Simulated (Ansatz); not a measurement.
**Amorphous Si24O50Ti**

A CHGNet melt-quench gave the starting glass, which DFT then relaxed. O atoms were pushed apart under 1.9 Å during the dynamics, to hinder bonds among them. The hot cell started wider than the set density and was brought back towards it in steps. It is the lowest in DFT energy of 2 quenches. It is a model cell: composition and starting density were chosen by hand, and all elements were melted together. No dispersion term was used.

Methods: PBE, scalar-relativistic without spin-orbit coupling (Ansatz, a first-principles code); r2SCAN, scalar-relativistic without spin-orbit coupling (Ansatz); HSE06, scalar-relativistic without spin-orbit coupling (Ansatz). Geometry, pressure, stress and energy are those of the PBE run. Its sampling: a 2×2×2 Γ-centred mesh; Fermi-Dirac width 0.02 eV; no spin polarisation. Other functionals are single points at the zone centre (r2SCAN at 500 eV; exact exchange cut at the cell's faces), free to take moments where seeds were set. At PBE the levels at both edges of the gap are localised (band-tail or defect states), and the nearest spread-out levels lie 5.5 eV apart at the zone centre.

```yaml
number_of_atoms_in_the_cell: 75
Density (held, not predicted): 2.24 g/cm³
volume_per_atom: 15.02 Å³
Pressure on a 2×2×2 Γ-centred mesh: -0.52 GPa
Largest force and stress component on that mesh (the relaxation ran on the zone centre alone): 0.02 eV/Å and 3.2 GPa
Energy relative to alpha cristobalite + anatase TiO2 (lowest mix at this level among the phases computed, not always the ambient ones): 7.9 kJ/mol of atoms
Gap between localised states on a 2×2×2 Γ-centred mesh (PBE): 4.32 eV
Gap between localised states at the zone centre (PBE): 4.33 eV
Gap between localised states at the zone centre (r2SCAN): 4.79 eV
Gap between localised states at the zone centre (HSE06): 6.23 eV
```

Cut-offs for bonds: Si-Si 2.60 Å, Si-O 1.90 Å, Si-Ti 2.78 Å, O-O 1.58 Å, O-Ti 2.49 Å, Ti-Ti 3.12 Å. Two cations that share two anions don't count as bonded, nor two that share one unless they lie closer than Si-Si 2.38 Å, Si-Ti 2.71 Å, Ti-Ti 3.04 Å.

| Quantity | Value |
|---|---|
| Mean coordination of Si by anions | 4.00 (24 with 4) |
| Mean coordination of O | 2.00 (50 with 2) |
| Mean coordination of Ti by anions | 4.00 (1 with 4) |
| Mean Si-O bond | 1.637 Å (spread 0.015 Å, 96 counted) |
| Mean O-Ti bond | 1.818 Å (spread 0.013 Å, 4 counted) |

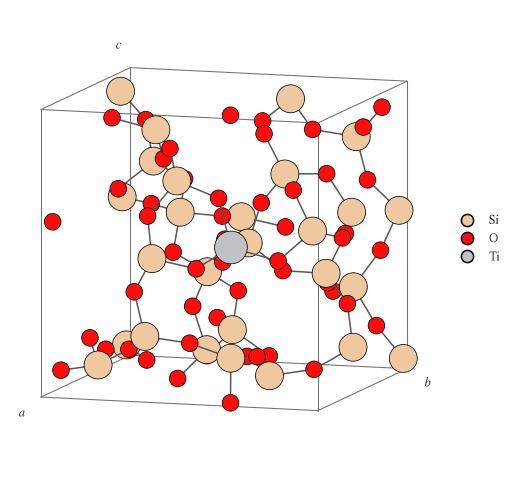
*The relaxed cell*

Its density started from a set value of 2.24 g/cm³. The quench (nominally 320 K/ps over its main leg) was far faster than any real one, so the model tends to hold more defects than a real film. Values belong to this one cell and scatter from quench to quench. The volume was held where the preparation left it, at a PBE pressure of -0.5 GPa (tension). Stress components on the final sampling reach 3.2 GPa.
